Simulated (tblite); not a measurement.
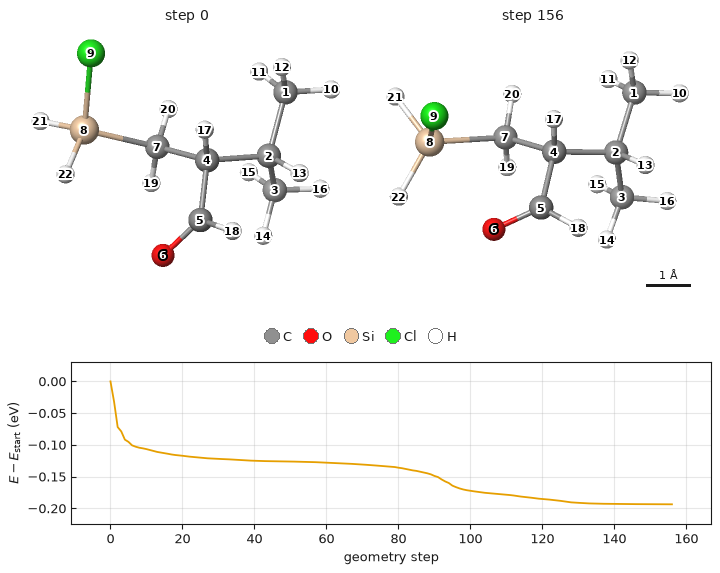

First and last geometry of a relaxation of C6H13ClOSi, with the history of the run. Style: ball-and-stick. Shown at a tilt.

Theory: GFN2-xTB geometry optimisation, gas phase (tblite). 

> What do the curves and the structures tell?

It converged. The energy falls by 0.193 eV in 156 geometry steps. Cl9 moves most after the best rigid fit: 1.71 Å. Largest moves by element: Cl 1.71 Å, H 1.26 Å, O 0.80 Å, C 0.32 Å, Si 0.28 Å. Some distances before and after: O6–Si8 3.459 → 2.674 Å, Si8–H22 1.481 → 1.452 Å, C7–Si8 1.886 → 1.913 Å, C5–O6 1.226 → 1.201 Å. Among the angles between lasting bonds that change: C7–Si8–H21 110.5° → 105.5°, C7–Si8–H22 112.5° → 117.4°, Cl9–Si8–H22 106.9° → 111.4°. Groups turn about C7–Si8 by about 35°, C4–C5 by about 25°, C4–C7 by about 20°.
